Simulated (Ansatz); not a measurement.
**Si: response to strain**

Consider Si in the diamond structure (space group Fd-3m, No. 227; a = 5.434 Å). Axes: x, y, z lie along the cube axes.

Strains are applied to the cell and any free atomic positions relax; under biaxial strain the out-of-plane vector relaxes too.

Method: PBEsol in Ansatz (plane waves to 420 eV, PAW, without spin-orbit coupling).

Notes on the quantities. energy relative to the base: free energy F.

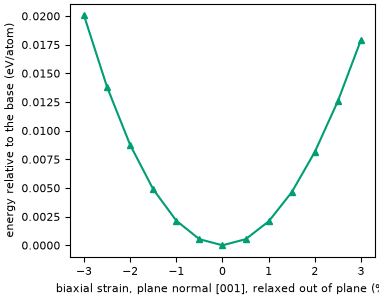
Figure: Energy relative to the base against biaxial strain, plane normal [001], relaxed out of plane

| biaxial strain, plane normal [001], relaxed out of plane (%) | energy relative to the base |
|---|---|
| -3 | +20 meV/atom |
| -2.5 | +14 meV/atom |
| -2 | +8.8 meV/atom |
| -1.5 | +4.9 meV/atom |
| -1 | +2.1 meV/atom |
| -0.5 | +0.5 meV/atom |
| 0.5 | +0.5 meV/atom |
| 1 | +2.1 meV/atom |
| 1.5 | +4.6 meV/atom |
| 2 | +8.2 meV/atom |
| 2.5 | +13 meV/atom |
| 3 | +18 meV/atom |

A case with no gap was solved on a k-mesh chosen for an insulator, which is coarse for it. Stability against distortions was not tested.

Ansatz is a quantum-chemistry and plane-wave program.
